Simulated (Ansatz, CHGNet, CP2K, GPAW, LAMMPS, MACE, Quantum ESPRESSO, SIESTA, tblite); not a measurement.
# Which run comes nearest? Amorphous Ge (61 atoms)

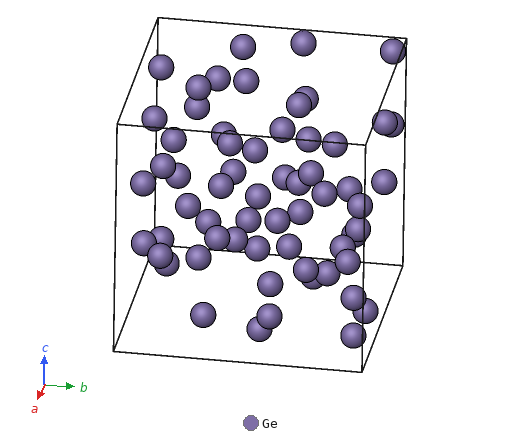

The cell (germanium purple).

Density of this cell: 6.09 g/cm³. The cell holds 61 atoms: 61 Ge. Cell: a = 10.650 Å, b = 10.650 Å, c = 10.650 Å, α = 90.0°, β = 90.0°, γ = 90.0°. 61 atoms (61 Ge) placed at random at 6.09 g/cm³, melted at 3500 K for 10 ps at fixed volume with the Tersoff potential (Tersoff, Phys. Rev. B 39, 5566 (1989)). Quenched from 3500 K to 100 K at 5 K/ps and fixed volume, held 5 ps, then minimised at fixed cell.

Geometry: as built.

The reference, a calculation:

| Property | Result |
| --- | --- |
| method | Kohn-Sham DFT, PBE, SSSP efficiency 1.3.0 pseudopotentials, plane waves (Quantum ESPRESSO 7.5); sssp-pbe-1.3.0-efficiency, cutoffs 45/360 Ry, Γ point |
| r.m.s. force component | 0.2801 eV/Å |
| longest force | 0.9141 eV/Å |
| pressure | 9.332 GPa |
| time | 2.7 min on 4 MPI ranks of Arm Neoverse V1, shared host |
| CPU time | 11 min |

Runs, in no order:
A. SIESTA PBE, SZ, shift 0.01 Ry, mesh 300 Ry: Kohn-Sham DFT, PBE, PseudoDojo 0.4.1 norm-conserving pseudopotentials (converted to PSML), numerical atomic orbitals (SZ), diagonalisation
B. GPAW PBE, LCAO dzp, h 0.2 Å, other mixer settings: Kohn-Sham DFT, PBE, PAW, atomic orbitals (dzp)
C. CP2K PBE, DZVP-MOLOPT-SR, 122/50 Ry, diagonalisation: Kohn-Sham DFT, PBE, GTH-PBE pseudopotentials, Gaussian and plane waves, DZVP-MOLOPT-SR-GTH, diagonalisation
D. CP2K PBE, TZV2P-MOLOPT (SR for Ge), 350/50 Ry, diagonalisation: Kohn-Sham DFT, PBE, GTH-PBE pseudopotentials, Gaussian and plane waves, TZV2P-MOLOPT-GTH, diagonalisation

**Question.** Rank the runs by how far their forces lie from the reference's, least first.

D, C, B, A.

| run | Δ force, r.m.s. (meV/Å) | share of r.m.s. force (%) | CPU time |
| --- | --- | --- | --- |
| D. CP2K PBE, TZV2P-MOLOPT (SR for Ge), 350/50 Ry, diagonalisation | 18.8 | 6.70 | 2.3 min |
| C. CP2K PBE, DZVP-MOLOPT-SR, 122/50 Ry, diagonalisation | 31.0 | 11.1 | 68 s |
| B. GPAW PBE, LCAO dzp, h 0.2 Å, other mixer settings | 47.9 | 17.1 | 4.5 min |
| A. SIESTA PBE, SZ, shift 0.01 Ry, mesh 300 Ry | 231 | 82.6 | 1.7 min |

The network of bonds at the start is that of the classical potential that made the cell, and needn't be the one that DFT or experiment would give. The electronic-structure runs sample only Γ, in a cell whose shortest periodic width is 11 Å, which is coarse for a cell with partly filled levels.

[Hosts, paths, dates, database ids (printed as entryN), source tags and the programs' standing remarks are cut or masked in the printed files.]
